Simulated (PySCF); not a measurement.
# CCl₂, SMILES `Cl[C]Cl`: electronic structure

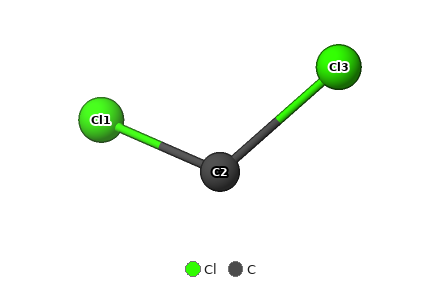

The molecule, with its atoms numbered as below. No frequency check shows the geometry to be a minimum.

Cartesian coordinates (Å):

```
Cl1      1.3937   -0.1386    0.0000
C2      -0.0000    0.7854    0.0000
Cl3     -1.3937   -0.1386    0.0000
```

### 1. Bonding charge

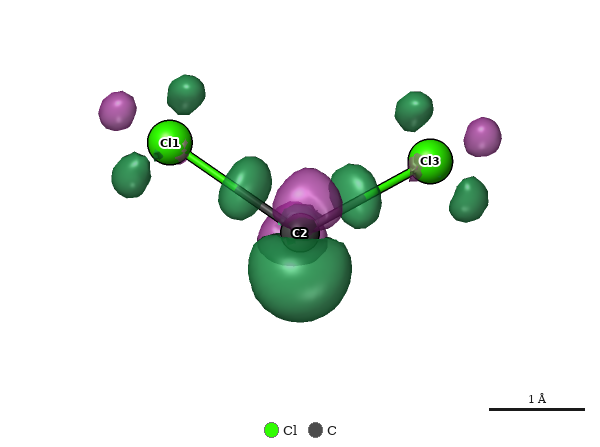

Deformation density (molecule less spherical, spin-averaged free atoms at the same positions), surfaces at ±0.14 e/Å³; green: gain, purple: loss.

Level of theory: PBE0/6-311+G** (PySCF), at a geometry from GFN2-xTB.

Q: How much density has each bond gained at its critical point, relative to the free atoms?

A: C2–Cl3 and Cl1–C2: +0.28 e/Å³ at the bond critical point (bond length 1.67 Å). In all, 0.8 electrons gather in the regions of gain relative to the promolecule.

Q: Where do the Hirshfeld charges lie?

A: The highest Hirshfeld charge is on Cl1 and Cl3 (+0.04 e), the lowest on C2 (−0.08 e).

| atom | charge (e) |
| --- | --- |
| Cl1 | +0.04 |
| C2 | −0.08 |
| Cl3 | +0.04 |

### 2. Bond critical points

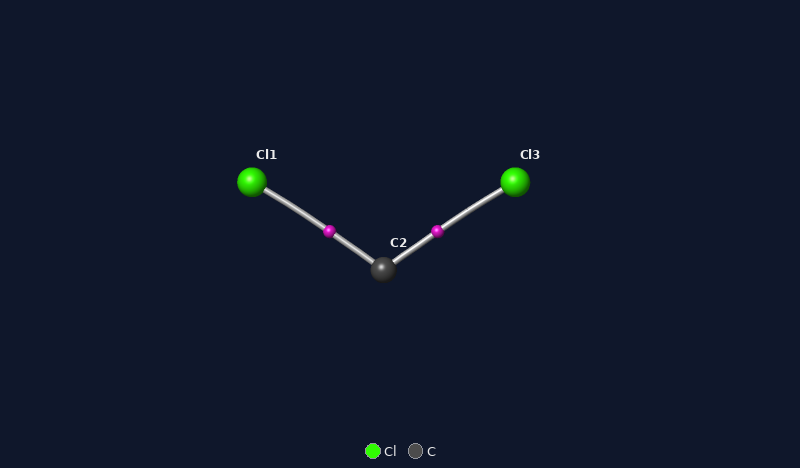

Molecular graph of the electron density (QTAIM): bond paths, bond critical points (magenta), ring points (cyan, if any); weak paths are dashed.

Q: How many critical points of each kind are there, and does the count close?

A: 3 nuclei, 2 bond, 0 ring and 0 cage critical points: 3 − 2 + 0 − 0 = 1, as the Poincaré–Hopf relation requires.

Q: What does the calculation give at each kind of bond critical point?

A:
| bond | length (Å) | ρ (a.u.) | ∇²ρ (a.u.) | ε | H (a.u.) |
| --- | --- | --- | --- | --- | --- |
| C2–Cl3 (2 alike) | 1.672 | 0.229 | −0.40 | 0.04 | −0.193 |

Q: What kind of interaction is C2–Cl3?

A: Shared-shell (covalent): ρ = 0.229, ∇²ρ = −0.40, H = −0.193 a.u.

### 3. Local ionisation energy

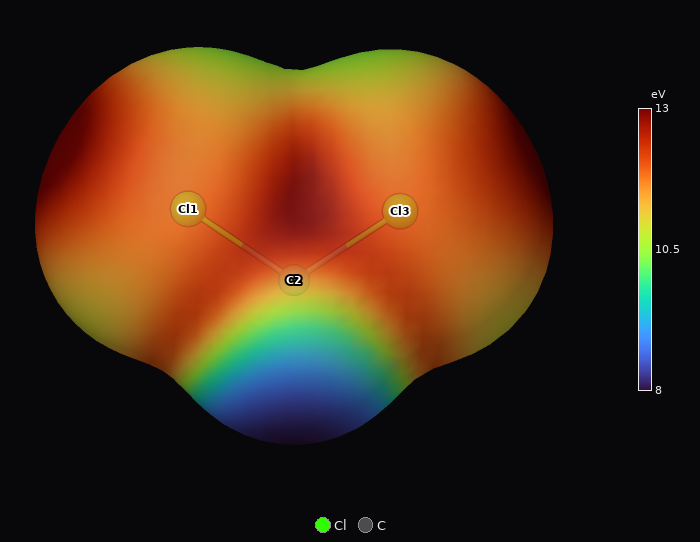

Average local ionisation energy on the surface of electron density 0.001 a.u.

Q: Locate the minima of the map.

A: The lowest value is 8.0 eV, 2.2 Å from C2. Further minima include 10.4 eV, 2.2 Å from Cl1; 11.0 eV, 2.1 Å from Cl1, and at like points elsewhere. For comparison, the highest occupied orbital lies at −7.2 eV.

### 4. In an electric field

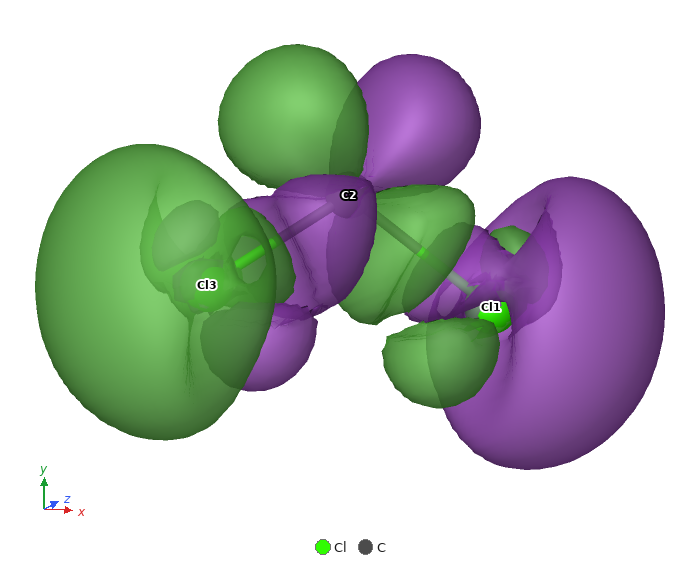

Change of the electron density in a uniform field of 0.41 V/Å, surfaces at ±0.002 e/Å³ (purple: gain, green: loss).

Level of theory: HF/6-311+G** (PySCF), at a geometry from GFN2-xTB. The basis has diffuse s and p functions alone, which still leaves polarisabilities too small, most of all across bonds.

Q: Along which Cartesian direction does the field point?

A: Along −x: electrons gather on the +x side, against the field.

Q: What dipole is induced, and what polarisability does it imply?

A: The induced dipole is 0.96 D (along the field); α along this axis, from the fields in both directions, is 47 bohr³ (7.0 Å³).

Q: Which atoms gain and lose the most charge?

A: Electrons gather most on Cl1 (Hirshfeld charge changes by −0.042 e) and leave Cl3 most (+0.043 e); 0.080 electrons are displaced in all.

### 5. Localised orbitals

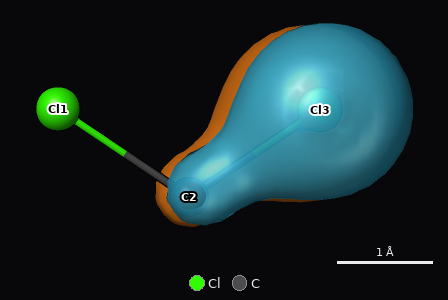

Intrinsic bond orbitals (IBO), occupied; each surface holds about 70 % of the orbital's density. Energies are diagonal elements of the Fock matrix.

Method: B3LYP/6-31+G*; geometry: GFN2-xTB; program: PySCF.

Q: What does this orbital represent?

A: Lone pair on Cl3, partly donated to C2 (Cl3 87 %, C2 13 %; −10.9 eV).

The PySCF runs shown took 6.6 s, 2.3 s and 4.4 s on 1 thread of Arm Neoverse N1, with other jobs on the host.
